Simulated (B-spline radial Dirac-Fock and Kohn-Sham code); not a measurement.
The ion Hg²⁺. Level of theory: a Dirac–Hartree–Slater potential; 1 + βP₂(cos θ) + (δ + γ cos²θ) sin θ cos φ with E1 and E1–E2 terms; calculated with a radial B-spline solver.

What should this plot look like? Angular distribution of photoelectrons from O1 (5s) in the plane of the polarisation E (up) and the photon direction k (right), relative to an isotropic one.

At 554 eV, β = 1.750, γ = 0.461 and δ = 0.002. At 1.92 keV, β = 1.880, γ = 0.401 and δ = −0.001. At 3.80 keV, β = 1.909, γ = 0.128 and δ = −0.002. At 3.80 keV the emission 45° forward of E is 1.1 times that 45° backward, and the lobe peaks 1.0° from E towards k.

Here it is:

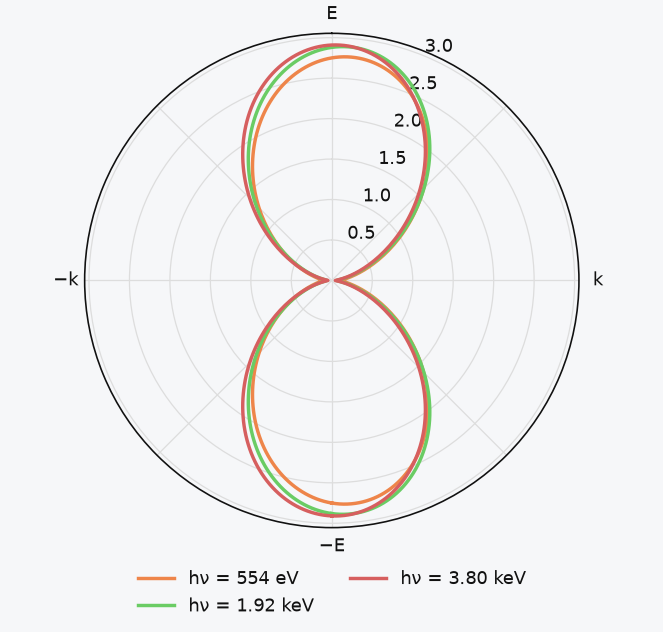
